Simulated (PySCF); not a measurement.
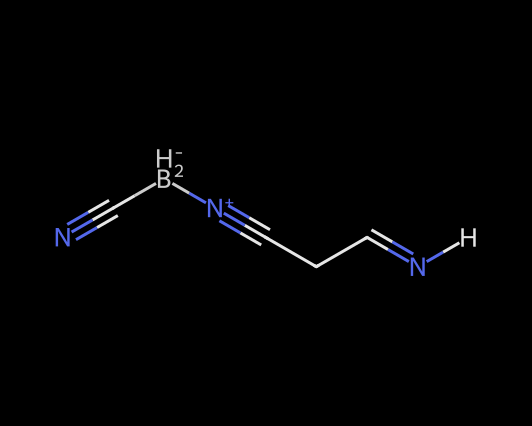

Write the SMILES.

Answer. [H]/N=C/CC#[N+][BH2-]C#N

What is the molecular formula?

Answer. C4H6BN3.

An optimisation with GFN2-xTB gave a structure of which point group?

Answer. C1. Other conformers may differ.

More results for the same structure follow; atom numbers are the same in all pictures, views and colours differ. The computed structure is the end point of a GFN2-xTB optimisation. No frequency run is at hand to confirm it as a minimum.

## Dipole moment

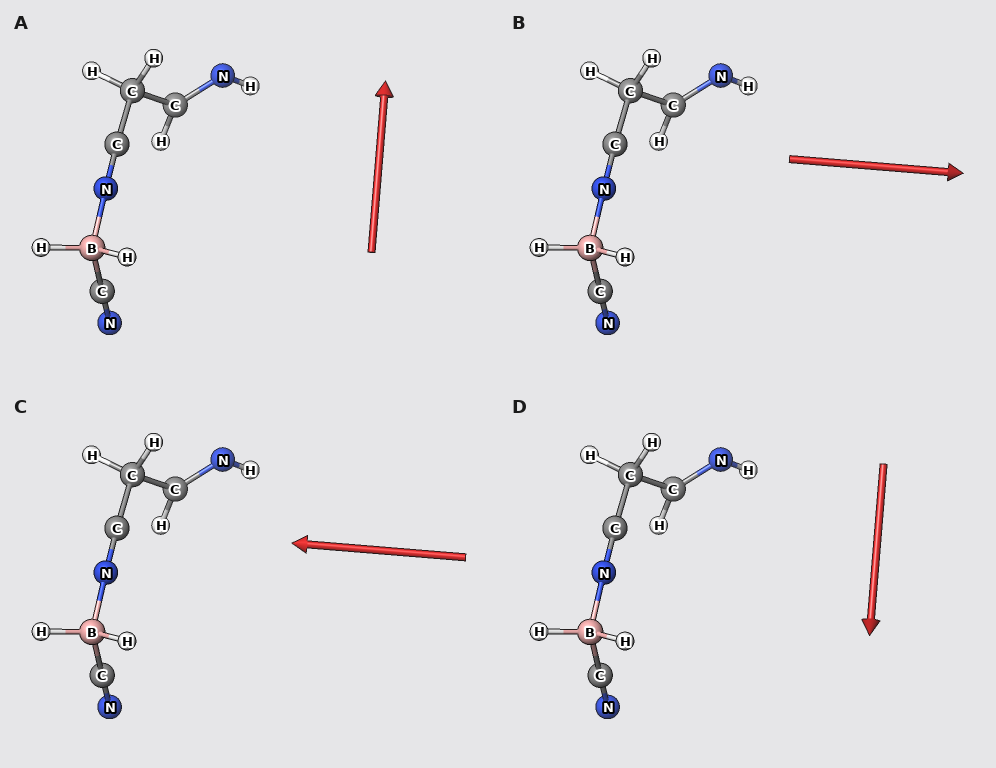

The same molecule four times, each with an arrow. No frequency run is at hand to confirm it as a minimum. Properties computed with ωB97X-D/def2-SVPD, gas phase (PySCF 2.14.0).

Which arrow points along the dipole moment, from the negative to the positive end?

Answer. A. The dipole moment is 8.26 D.

## Excitation

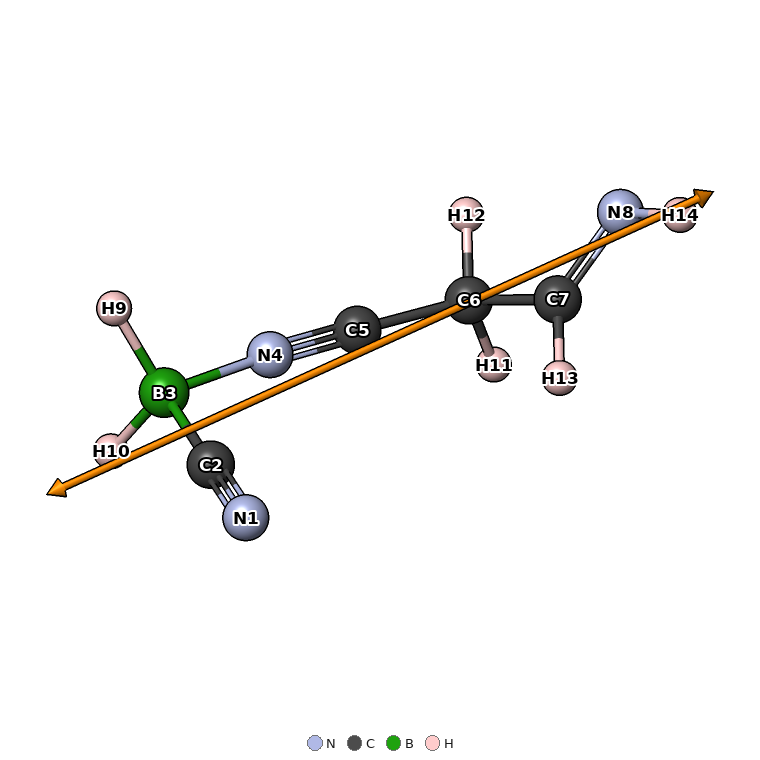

The double arrow shows the direction of the transition dipole to excited singlet state 6 (its length means nothing). No frequency run is at hand to confirm it as a minimum. Level of theory: TDDFT ωB97X-D/def2-SVPD, vertical, gas phase, core orbitals frozen in the response (PySCF 2.14.0).

How is the transition polarised?

Answer. Close to the long direction N1···N8.

Give its energy, strength and character.

Answer. 7.16 eV (173 nm), oscillator strength 0.073, of mixed character, with the largest part HOMO−2 → LUMO+2 (weight 0.17); transition dipole 1.64 D.

## Polarisability

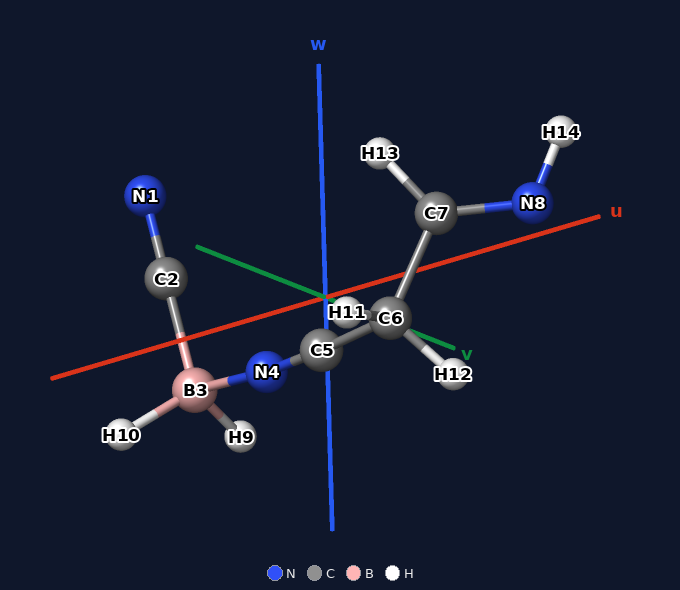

The lines u, v and w are the principal axes of the static dipole polarisability. No frequency run is at hand to confirm it as a minimum. Method: ωB97X-D/def2-SVPD (PySCF 2.14.0).

Along which axis is the molecule most polarisable, and along which least?

Answer. Most along u (close to the long direction N1···N8), least along v.

Give the three principal values.

Answer. u 107.9, v 61.4, w 77.3 bohr³; mean 82.2, anisotropy 40.9 bohr³.

The geometry is semi-empirical. Around B such bond lengths and angles can be off by a tenth of an ångström or more and by several degrees, and values that hang on the shape move with them.
